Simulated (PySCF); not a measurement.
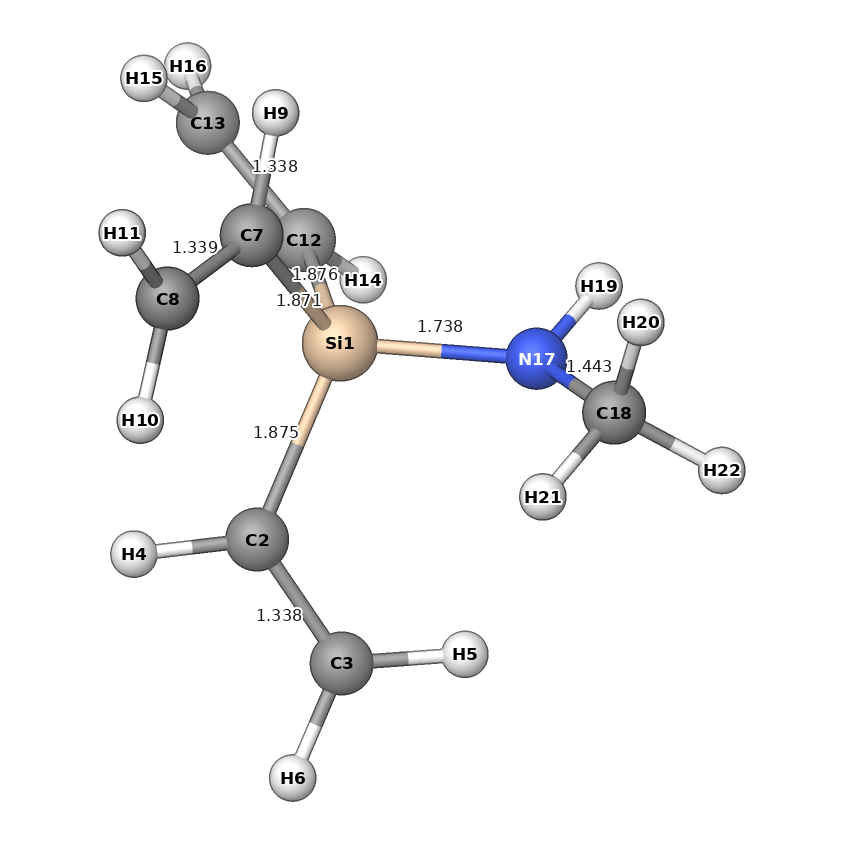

The numbers beside the sticks are distances in Å. Sticks don't show bond order. Computed geometry: PBE0-D3(BJ)/def2-SVP optimisation. No frequency run is at hand to confirm it as a minimum.

**Which of the marked bonds are single, double, triple or aromatic?**

Si1–C2 single; Si1–C7 single; Si1–C12 single; Si1–N17 single; C2–C3 double; C7–C8 double; C12–C13 double; N17–C18 single.

**Give the structure as SMILES.**

C=C[Si](C=C)(C=C)NC
